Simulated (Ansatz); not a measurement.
A series of calculations on C₄H₆O₂

### Relaxation

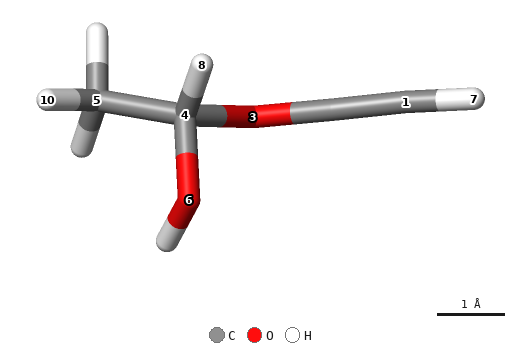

This is the input geometry for a relaxation of C4H6O2. Style: stick. Shown at a tilt.

The run prepares an end point of a later path (torsion) calculation, from a guessed geometry.

Method: Ansatz, RKS B3LYP/6-31G*.

Input file:
```yaml
crystal:
  periodic: [false, false, false]
  atoms:
    - { symbol: C, position_ang: [-2.5503, 0.6254, 1.3386] }
    - { symbol: C, position_ang: [-1.6983, 0.0414, 0.8455] }
    - { symbol: O, position_ang: [-0.7329, -0.6636, 0.3021] }
    - { symbol: C, position_ang: [0.4484, 0.1831, -0.1028] }
    - { symbol: C, position_ang: [1.598, -0.7077, -0.361] }
    - { symbol: O, position_ang: [0.0481, 0.8852, -1.2966] }
    - { symbol: H, position_ang: [-3.3761, 1.2287, 1.752] }
    - { symbol: H, position_ang: [0.6537, 0.9265, 0.6712] }
    - { symbol: H, position_ang: [1.3921, -1.4361, -1.0703] }
    - { symbol: H, position_ang: [2.4449, -0.0992, -0.6679] }
    - { symbol: H, position_ang: [1.871, -1.2358, 0.5887] }
    - { symbol: H, position_ang: [-0.0216, 0.1968, -1.9654] }
basis:
  gaussian: { orbitals: "6-31G*" }
hamiltonian:
  xc: b3lyp
relax:
  f_tol: 0.015
  max_steps: 40
```

Run as
```bash
ansatz run input.yaml --threads 2 --pin off --max-ram 3072MiB --backend cpu --events-out ev --progress --plain --runs-dir out
```

**What does the optimiser find from here?**

The atom that moves furthest after the best rigid fit is O3 (0.16 Å). Largest moves by element: O 0.16 Å, H 0.16 Å, C 0.08 Å. Some distances before and after: C1–C2 1.145 → 1.207 Å, C5–H9 1.037 → 1.097 Å, C4–O6 1.442 → 1.389 Å, O3–C4 1.509 → 1.465 Å. Bond angles that change, for instance: O3–C4–O6 106.1° → 111.2°, C4–O6–H12 104.3° → 108.0°, O3–C4–C5 108.5° → 105.2°. After 7 accepted moves (9 points after the start) the energy has fallen by 11.4 kcal/mol. The largest force component goes from 7.1 to 0.011 eV/Å. The line search rejected the trial steps at points 3, 5 of the run. Cost: 28 s on 2 threads of Arm Neoverse V1, with other jobs on the host, peak memory 0.22 GiB.

History of the run:

```
step  E − E(0), kcal/mol  largest force component, eV/Å      note
   0                0.00                         7.1028          
   1              -10.37                         0.8688          
   2              -11.24                         0.3588          
   3              -10.98                         0.6209  rejected
   4              -11.42                         0.0977          
   5              -11.41                         0.1373  rejected
   6              -11.44                         0.0311          
   7              -11.44                         0.0507          
   8              -11.44                         0.0264          
   9              -11.44                         0.0114
```

Final geometry:

```xyz
12

C    -2.6262    0.6284    1.3222
C    -1.6618    0.0669    0.8632
O    -0.6297   -0.5917    0.3980
C     0.4700    0.2264   -0.1195
C     1.6146   -0.7430   -0.3427
O     0.0848    0.9235   -1.2569
H    -3.4836    1.1249    1.7101
H     0.6995    0.9874    0.6310
H     1.3199   -1.5126   -1.0661
H     2.4812   -0.2020   -0.7325
H     1.8912   -1.2403    0.5909
H    -0.0829    0.2768   -1.9636
```

After the run, drawn alike:

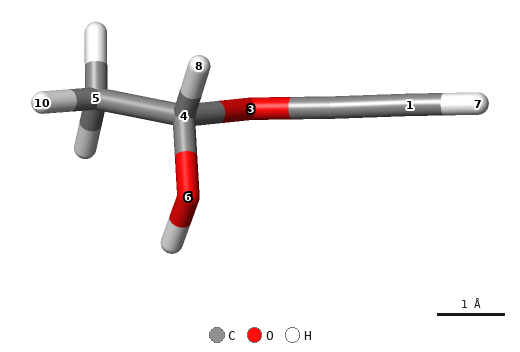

### Relaxation

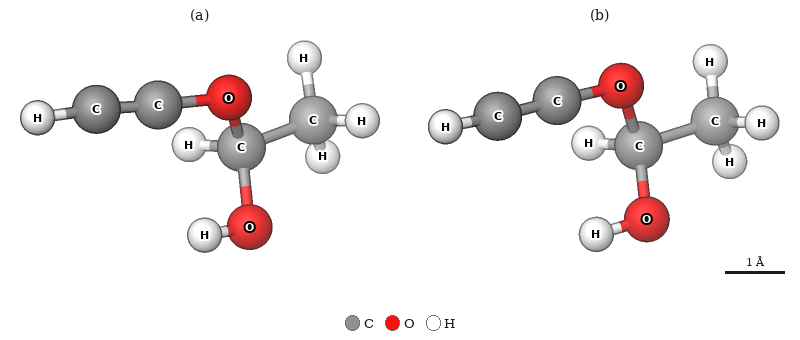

The structure of C4H6O2 before (left) and after (right) a relaxation, at one scale.

A ball-and-stick model, seen from a free direction.

The run prepares an end point of a later path (torsion) calculation, from a guessed geometry.

Method: RKS B3LYP/6-31G* in Ansatz. (no spin polarisation; force threshold 0.015 eV/Å; at most 40 steps)

Question: What changed between the two?

Answer: The largest move after the best rigid fit is that of an O atom, 0.34 Å. Largest moves by element: O 0.34 Å, H 0.29 Å, C 0.15 Å. Some distances before and after: C–C 1.145 → 1.209 Å, C–O 1.442 → 1.384 Å, C–H 1.037 → 1.094 Å, C–H 1.103 → 1.064 Å. Bond angles that change, for instance: O–C–O 106.1° → 111.0°, O–C–H 109.8° → 105.1°, O–C–H 107.9° → 111.8°. After 10 geometry steps the energy has fallen by 12.1 kcal/mol. The largest force component goes from 7.2 to 0.013 eV/Å. The run took 31 s on 2 threads of Arm Neoverse V1 (shared host), peak memory 0.22 GiB.

### Path

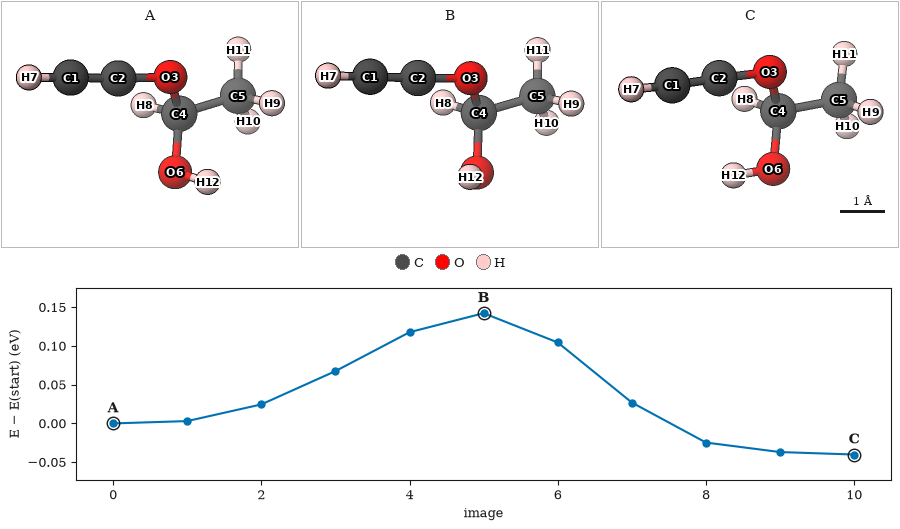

NEB run on C₄H₆O₂. Images are numbered from 0 (start) to 10 (end). Frames A to C are images 0, 5, 10. Style: ball-and-stick. Shown from a free direction.

Method: RKS B3LYP/6-31G* in Ansatz. Run with 9 movable images; climbing image; force threshold 0.05 eV/Å; iteration limit 60; starting path through a guess of the saddle point.

Read off the barrier and say what moves.

Answer. The motion is a rotation about the C4–O6 bond by about 130°, with a turn of about 65° about C1–C2, with a turn of about 170° about C2–O3. No bond forms or breaks between the ends. Among the angles between lasting bonds that change up to the highest image: O6–C4–H8 105.7° → 109.0°, C5–C4–O6 114.2° → 111.2°. Forward barrier 0.142 eV, backward barrier 0.182 eV, with image 5 at the top; the reaction energy is −0.040 eV. The band is converged.

The run took 3.8 min on 2 threads of Arm Neoverse V1, with other jobs on the host, peak memory 0.22 GiB.
